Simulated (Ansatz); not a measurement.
**SiGeHO (quartet): the correlation ladder at a displaced geometry (v2), cc-pVDZ**

Aim: climb from Hartree-Fock through coupled cluster for SiGeHO (quartet) at one geometry and basis, and see what each rung misses.

Computed with Ansatz 0.2.0, Gaussian basis. Level: cc-pVDZ, core rule «outside noble gas», up to 20 orbitals frozen.

The runs, in order: UHF; CCSD(T) on ROHF; CCSD(T) on UHF; BCCD(T) on ROHF; CISD as a restricted active space (open shells left free, so some higher excitations enter); CCSDT(Q) on ROHF; CCSDT(Q) on UHF.

28 further runs of the same task are left out: 13 that didn't finish, 15 set aside as unsound or not needed. Runs told in other sessions of the task aren't counted.

### 1 The geometry

The geometry is a PBE0/def2-TZVP stationary point (not a proven minimum) with its atoms shifted at random (size 0.100 Å). No spin-orbit coupling is included. The filled d shell of Ge may be among the frozen orbitals whatever the setting's name suggests.

4 atoms, charge 0, spin multiplicity 4.

Atoms are counted from 1 here; the program's logs count them from 0.

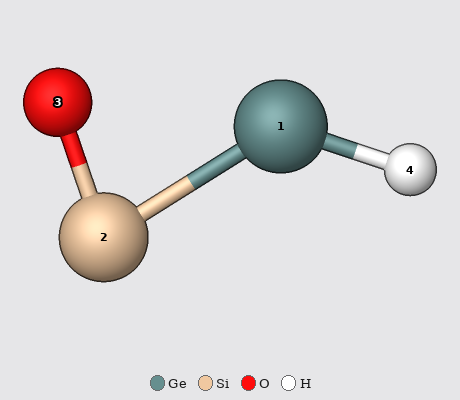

The structure; germanium teal, silicon light orange, oxygen red, hydrogen white; atoms are numbered from 1 in the order of the file.

In the tables R marks a restricted open-shell determinant and U an unrestricted one; energies count from the table's Hartree-Fock row.

### 2 UHF

in.yaml

```yaml
crystal:
  periodic: [false, false, false]
  atoms:
    - {symbol: Ge, position_ang: [0.051369, -0.039079, 0.848192]}
    - {symbol: Si, position_ang: [-0.113506, 0.629101, -1.413726]}
    - {symbol: O, position_ang: [-0.036885, -0.978901, -1.503153]}
    - {symbol: H, position_ang: [0.046223, 0.825394, 2.125220]}
basis:
  gaussian: {orbitals: cc-pVDZ}
magnetization: {spin_polarized: true, initial_magnetization: 3}
hamiltonian: {xc: hf}
output: {orbitals: {seedname: orbitals}}
```

Run with:

```sh
ansatz run in.yaml --threads 1 --pin off --events-out ev --progress --plain --max-ram 2393MiB
```

Standard output:

```text
Functional definition: HF
  name "HF"
  cite "Fock, Z. Phys. 61, 126 (1930) doi:10.1007/BF01340294"
  parent pbe
  exchange = exact_x
  correlation = 0
683 factors; integrals over basis functions are off by at most 1.1e-3 eV
mean field evaluation 1: about -66380.4945 eV, gradient 2.9e1 eV
mean field evaluation 2: about -66380.5016 eV, gradient 2.9e1 eV
mean field evaluation 4: about -66385.1951 eV, gradient 3.5e0 eV
mean field evaluation 8: about -66385.7095 eV, gradient 6.0e-1 eV
mean field evaluation 16: about -66385.7446 eV, gradient 2.1e-5 eV
mean field evaluation 32: about -66385.5894 eV, gradient 8.5e-1 eV
mean field evaluation 64: about -66383.8329 eV, gradient 1.2e0 eV
mean field evaluation 96: about -66380.1549 eV, gradient 5.2e0 eV
mean field -66385.74462469 eV, -2439.6311170835 hartree, gradient 2.1e-5 eV, S^2 3.803644; 3 other end points of the search recorded, 0 dependent functions left out
reference -66385.74462469 eV, -2439.6311170835 hartree; 29, 26 occupied and 35, 38 virtual orbitals, 683 factors
Total energy: -66385.74462469 eV, -2439.6311170835 hartree
```

Run time: 4.1 s. Hardware: 1 thread of Arm Neoverse V1, shared host.

From the report: ⟨S²⟩ of the determinant 3.804 (pure quartet: 3.75).

### 3 CCSD(T) on ROHF

in.yaml, as its differences from that of step 2:

```diff
@@ -9,4 +9,3 @@
   gaussian: {orbitals: cc-pVDZ}
-magnetization: {spin_polarized: true, initial_magnetization: 3}
-hamiltonian: {xc: hf}
-output: {orbitals: {seedname: orbitals}}
+magnetization: {spin_polarized: false, initial_magnetization: 3}
+correlation: {method: ccsd_t, electrons: outside_noble_gas}
```

Launched as before.

Standard output (excerpt; [...] marks lines left out):

```text
Functional definition: HF
  name "HF"
  cite "Fock, Z. Phys. 61, 126 (1930) doi:10.1007/BF01340294"
  parent pbe
[...]
683 factors; integrals over basis functions are off by at most 1.1e-3 eV
[...]
mean field -66385.38531270 eV, -2439.6179126112 hartree, gradient 2.9e-6 eV, S^2 3.750000; 9 other end points of the search recorded, 0 dependent functions left out
[...]
determinant -66385.38531270 eV, -2439.6179126112 hartree, with singles and doubles -66395.00123872 eV, -2439.9712913747 hartree
determinant -66383.68369112 eV, -2439.5553791717 hartree, with singles and doubles -66392.40571374 eV, -2439.8759075911 hartree
determinant -66382.43883044 eV, -2439.5096313855 hartree, with singles and doubles -66391.96649055 eV, -2439.8597664365 hartree
determinant -66382.19752895 eV, -2439.5007637192 hartree, with singles and doubles -66391.96576285 eV, -2439.8597396941 hartree
20 core orbitals not correlated: weight in the atoms' cores, before any rotation towards them, 0.999 or more for the frozen orbitals, at most 0.000 for the correlated occupied ones
reference -66385.38531270 eV, -2439.6179126112 hartree; 9, 6 occupied and 35, 38 virtual orbitals, 683 factors
second order -8.22458852 eV of doubles, -0.19200006 eV of singles
cycle   1  -9.61571315 eV  change    2.1e-4 eV  update   5.9e-3
[...]
cycle  10  -9.63087168 eV  change   -2.0e-6 eV  update   1.5e-5
perturbative correction -0.38335893 eV, -0.0140881809 hartree
Total energy: -66395.39954330 eV, -2439.9859287982 hartree
```

Run time: 16 s. Hardware: 1 thread of Arm Neoverse V1, shared host.

From the report: correlation -10.0142 eV; T1 0.066; largest double amplitude 0.07.

### 4 CCSD(T) on UHF

in.yaml, as its differences from that of step 3:

```diff
@@ -9,3 +9,3 @@
   gaussian: {orbitals: cc-pVDZ}
-magnetization: {spin_polarized: false, initial_magnetization: 3}
+magnetization: {spin_polarized: true, initial_magnetization: 3}
 correlation: {method: ccsd_t, electrons: outside_noble_gas}
```

Same command.

Standard output (excerpt; [...] marks lines left out):

```text
Functional definition: HF
  name "HF"
  cite "Fock, Z. Phys. 61, 126 (1930) doi:10.1007/BF01340294"
  parent pbe
[...]
683 factors; integrals over basis functions are off by at most 1.1e-3 eV
[...]
mean field -66385.74462469 eV, -2439.6311170835 hartree, gradient 2.8e-6 eV, S^2 3.803644; 7 other end points of the search recorded, 0 dependent functions left out
determinant -66385.74462469 eV, -2439.6311170835 hartree, with singles and doubles -66395.03123988 eV, -2439.9723938972 hartree
determinant -66383.86266148 eV, -2439.5619562112 hartree, with singles and doubles -66392.42193705 eV, -2439.8765037865 hartree
determinant -66383.21527928 eV, -2439.5381653543 hartree, with singles and doubles -66392.16019357 eV, -2439.8668848913 hartree
determinant -66382.26263375 eV, -2439.5031562765 hartree, with singles and doubles -66390.46615443 eV, -2439.8046301010 hartree
20 core orbitals not correlated: weight in the atoms' cores, before any rotation towards them, 0.999 or more for the frozen orbitals, at most 0.000 for the correlated occupied ones
reference -66385.74462469 eV, -2439.6311170835 hartree; 9, 6 occupied and 35, 38 virtual orbitals, 683 factors
second order -8.11695866 eV of doubles, -0.00000000 eV of singles
cycle   1  -9.28715362 eV  change   -5.4e-4 eV  update   5.8e-3
[...]
cycle  10  -9.30189850 eV  change   -6.7e-6 eV  update   1.5e-5
perturbative correction -0.36546519 eV, -0.0134305978 hartree
Total energy: -66395.41198838 eV, -2439.9863861463 hartree
```

Wall time 15 s (1 thread of Arm Neoverse V1, shared host).

From the report: ⟨S²⟩ of the determinant 3.804 (pure quartet: 3.75); correlation -9.6674 eV; T1 0.052; largest double amplitude 0.07.

### 5 BCCD(T) on ROHF

in.yaml, as its differences from that of step 4:

```diff
@@ -9,3 +9,3 @@
   gaussian: {orbitals: cc-pVDZ}
-magnetization: {spin_polarized: true, initial_magnetization: 3}
-correlation: {method: ccsd_t, electrons: outside_noble_gas}
+magnetization: {spin_polarized: false, initial_magnetization: 3}
+correlation: {method: bccd_t, electrons: outside_noble_gas}
```

Launched as before.

Standard output (excerpt; [...] marks lines left out):

```text
Functional definition: HF
  name "HF"
  cite "Fock, Z. Phys. 61, 126 (1930) doi:10.1007/BF01340294"
  parent pbe
[...]
683 factors; integrals over basis functions are off by at most 1.1e-3 eV
[...]
mean field -66385.38531270 eV, -2439.6179126112 hartree, gradient 2.9e-6 eV, S^2 3.750000; 9 other end points of the search recorded, 0 dependent functions left out
[...]
determinant -66385.38531270 eV, -2439.6179126112 hartree, with singles and doubles -66395.00123872 eV, -2439.9712913747 hartree
determinant -66383.68369112 eV, -2439.5553791717 hartree, with singles and doubles -66392.40571374 eV, -2439.8759075911 hartree
determinant -66382.43883044 eV, -2439.5096313855 hartree, with singles and doubles -66391.96649055 eV, -2439.8597664365 hartree
determinant -66382.19752895 eV, -2439.5007637192 hartree, with singles and doubles -66391.96576285 eV, -2439.8597396941 hartree
20 core orbitals not correlated: weight in the atoms' cores, before any rotation towards them, 0.999 or more for the frozen orbitals, at most 0.000 for the correlated occupied ones
reference -66385.38531270 eV, -2439.6179126112 hartree; 9, 6 occupied and 35, 38 virtual orbitals, 683 factors
second order -8.22458852 eV of doubles, -0.19200006 eV of singles
cycle   1  -9.52864898 eV  change    8.7e-2 eV  update   4.9e-2
[...]
cycle  14  -9.57515228 eV  change    1.8e-6 eV  update   1.6e-5
perturbative correction -0.45890082 eV, -0.0168642940 hartree
Total energy: -66395.41936580 eV, -2439.9866572614 hartree
```

Wall time 17 s (1 thread of Arm Neoverse V1, shared host).

From the report: correlation -10.0341 eV; largest double amplitude 0.05.

### 6 CISD as a restricted active space (open shells left free, so some higher excitations enter)

in.yaml, as its differences from that of step 5:

```diff
@@ -10,2 +10,2 @@
 magnetization: {spin_polarized: false, initial_magnetization: 3}
-correlation: {method: bccd_t, electrons: outside_noble_gas}
+correlation: {active_space: {ras: {orbitals: [6, 3, 35], electrons: 15, max_holes: 2, max_particles: 2}, fixed_orbitals: true}}
```

The command is unchanged.

Standard output:

```text
Functional definition: HF
  name "HF"
  cite "Fock, Z. Phys. 61, 126 (1930) doi:10.1007/BF01340294"
  parent pbe
  exchange = exact_x
  correlation = 0
683 factors; integrals over basis functions are off by at most 1.1e-3 eV
mean field evaluation 1: about -66379.4103 eV, gradient 4.3e1 eV
mean field evaluation 2: about -66379.4169 eV, gradient 4.3e1 eV
mean field evaluation 4: about -66384.6626 eV, gradient 6.8e0 eV
mean field evaluation 8: about -66385.2576 eV, gradient 1.7e0 eV
mean field evaluation 16: about -66385.3853 eV, gradient 7.0e-6 eV
mean field evaluation 32: about -66382.9044 eV, gradient 1.1e1 eV
mean field evaluation 64: about -66385.3843 eV, gradient 2.0e-1 eV
mean field -66385.38531270 eV, -2439.6179126112 hartree, gradient 2.9e-6 eV, S^2 3.750000; 6 other end points of the search recorded, 0 dependent functions left out
reference -66385.38531270 eV, -2439.6179126112 hartree; 29, 26 occupied and 35, 38 virtual orbitals, 683 factors
state -66393.80539269 eV, -2439.9273448439 hartree
Total energy: -66393.80539269 eV, -2439.9273448439 hartree
```

It took 35 s on 1 thread of Arm Neoverse V1, shared host.

From the report: 579,664 determinants.

### 7 CCSDT(Q) on ROHF

in.yaml, as its differences from that of step 6:

```diff
@@ -10,2 +10,2 @@
 magnetization: {spin_polarized: false, initial_magnetization: 3}
-correlation: {active_space: {ras: {orbitals: [6, 3, 35], electrons: 15, max_holes: 2, max_particles: 2}, fixed_orbitals: true}}
+correlation: {method: ccsdt_q, electrons: outside_noble_gas}
```

The command is unchanged.

Standard output (excerpt; [...] marks lines left out):

```text
Functional definition: HF
  name "HF"
  cite "Fock, Z. Phys. 61, 126 (1930) doi:10.1007/BF01340294"
  parent pbe
[...]
1235 factors; integrals over basis functions are off by at most 1.8e-7 eV
[...]
mean field -66385.38554464 eV, -2439.6179211352 hartree, gradient 7.3e-6 eV, S^2 3.750000; 9 other end points of the search recorded, 0 dependent functions left out
[...]
determinant -66385.38554464 eV, -2439.6179211352 hartree, with singles and doubles -66395.00146976 eV, -2439.9712998652 hartree
determinant -66383.68392053 eV, -2439.5553876022 hartree, with singles and doubles -66392.40593235 eV, -2439.8759156249 hartree
determinant -66382.43908860 eV, -2439.5096408726 hartree, with singles and doubles -66391.96675545 eV, -2439.8597761715 hartree
determinant -66382.19776293 eV, -2439.5007723181 hartree, with singles and doubles -66391.96600388 eV, -2439.8597485518 hartree
20 core orbitals not correlated: weight in the atoms' cores, before any rotation towards them, 0.999 or more for the frozen orbitals, at most 0.000 for the correlated occupied ones
reference -66385.38554464 eV, -2439.6179211352 hartree; 9, 6 occupied and 35, 38 virtual orbitals, 1235 factors
second order -8.22461277 eV of doubles, -0.19199850 eV of singles
cycle   1  -8.85840405 eV  change   -4.4e-1 eV  update   1.5e-1
[...]
cycle  24  -10.07605910 eV  change   -7.1e-7 eV  update   7.7e-7
perturbative correction -0.05530762 eV, -0.0020325176 hartree
Total energy: -66395.51691137 eV, -2439.9902419950 hartree
```

Wall time 4 min (1 thread of Arm Neoverse V1, shared host); peak memory 1.2 GiB.

From the report: correlation -10.1314 eV; T1 0.071; largest double amplitude 0.09.

### 8 CCSDT(Q) on UHF

in.yaml, as its differences from that of step 7:

```diff
@@ -9,3 +9,3 @@
   gaussian: {orbitals: cc-pVDZ}
-magnetization: {spin_polarized: false, initial_magnetization: 3}
+magnetization: {spin_polarized: true, initial_magnetization: 3}
 correlation: {method: ccsdt_q, electrons: outside_noble_gas}
```

The command is unchanged.

Standard output (excerpt; [...] marks lines left out):

```text
Functional definition: HF
  name "HF"
  cite "Fock, Z. Phys. 61, 126 (1930) doi:10.1007/BF01340294"
  parent pbe
[...]
1235 factors; integrals over basis functions are off by at most 1.8e-7 eV
[...]
mean field -66385.74485487 eV, -2439.6311255424 hartree, gradient 5.1e-6 eV, S^2 3.803645; 7 other end points of the search recorded, 0 dependent functions left out
determinant -66385.74485487 eV, -2439.6311255424 hartree, with singles and doubles -66395.03147032 eV, -2439.9724023656 hartree
determinant -66383.86288909 eV, -2439.5619645758 hartree, with singles and doubles -66392.42218176 eV, -2439.8765127797 hartree
determinant -66383.21553872 eV, -2439.5381748884 hartree, with singles and doubles -66392.16051279 eV, -2439.8668966222 hartree
determinant -66383.09480727 eV, -2439.5337380894 hartree, with singles and doubles -66392.20319882 eV, -2439.8684653048 hartree
20 core orbitals not correlated: weight in the atoms' cores, before any rotation towards them, 0.999 or more for the frozen orbitals, at most 0.000 for the correlated occupied ones
reference -66385.74485487 eV, -2439.6311255424 hartree; 9, 6 occupied and 35, 38 virtual orbitals, 1235 factors
second order -8.11698097 eV of doubles, -0.00000000 eV of singles
cycle   1  -8.59591328 eV  change   -4.8e-1 eV  update   1.4e-1
[...]
cycle  23  -9.73054356 eV  change   -3.5e-7 eV  update   1.4e-6
perturbative correction -0.05531372 eV, -0.0020327419 hartree
Total energy: -66395.53071215 eV, -2439.9907491644 hartree
```

Run time: 3.5 min. Hardware: 1 thread of Arm Neoverse V1, shared host; peak memory 0.91 GiB.

From the report: ⟨S²⟩ of the determinant 3.804 (pure quartet: 3.75); correlation -9.7859 eV; T1 0.057; largest double amplitude 0.08.

### 9 The ladder

No level here is safe as a reference; RCCSDT(Q) serves as a yardstick only. Rows without a time are mean-field rows or come out of runs for another level: lower rungs of the coupled-cluster runs, or the Hartree-Fock search.

Differences are taken before rounding.

```
   method  energy from the lowest ROHF (kJ/mol)  from RCCSDT(Q) (kJ/mol)     time
      ROHF                                  0.0                   +977.6         
      UHF                                -34.7                   +942.9         
     RMP2                               -812.1                   +165.5         
     UMP2                               -817.8                   +159.7         
     CISD                               -812.4                   +165.1     35 s
    RCCSD                               -929.2                    +48.3         
    UCCSD                               -932.2                    +45.4         
 RCCSD(T)                               -966.2                    +11.3     16 s
 UCCSD(T)                               -967.4                    +10.1     15 s
  BCCD(T)                               -968.1                     +9.4     17 s
   RCCSDT                               -972.2                     +5.3         
   UCCSDT                               -973.5                     +4.0         
RCCSDT(Q)                               -977.6                        0    4 min
UCCSDT(Q)                               -978.9                     -1.3  3.5 min
```

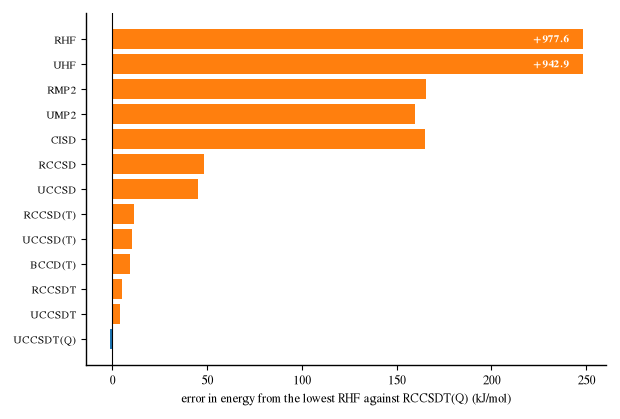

How far each level lands from RCCSDT(Q). Bars with a number in them are cut short.

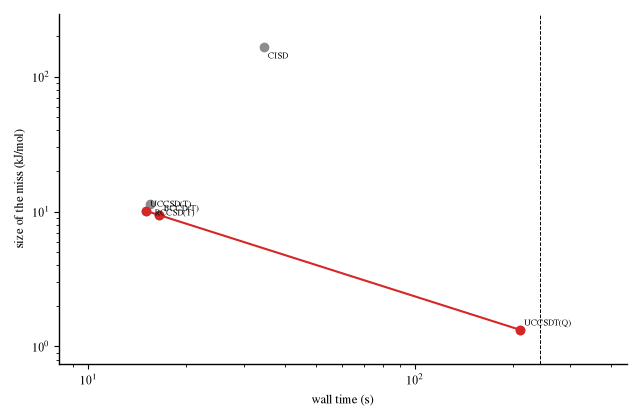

Miss against cost. Red marks the levels that no quicker level drawn beats (of those quicker than the yardstick), and the dashed line is the time of RCCSDT(Q). Times are from a shared host.

### 10 What came out

| quantity | value |
| --- | --- |
| RCCSDT(Q) from the ROHF energy | -10.1316 eV |
| RMP2 from RCCSDT(Q) | +165.5 kJ/mol |
| UMP2 from RCCSDT(Q) | +159.7 kJ/mol |
| RCCSD from RCCSDT(Q) | +48.3 kJ/mol |
| RCCSD(T) from RCCSDT(Q) | +11.3 kJ/mol |
| UCCSD(T) from RCCSDT(Q) | +10.1 kJ/mol |
| UCCSDT(Q) from RCCSDT(Q) | -1.3 kJ/mol |
| T1 diagnostic | 0.066 |

RCCSD(T) misses by +11.3 kJ/mol, 1.2 % of the correlation energy. Warnings: large T1 diagnostic.

With open shells the CI space here admits some higher excitations, so it is larger than plain CISD.
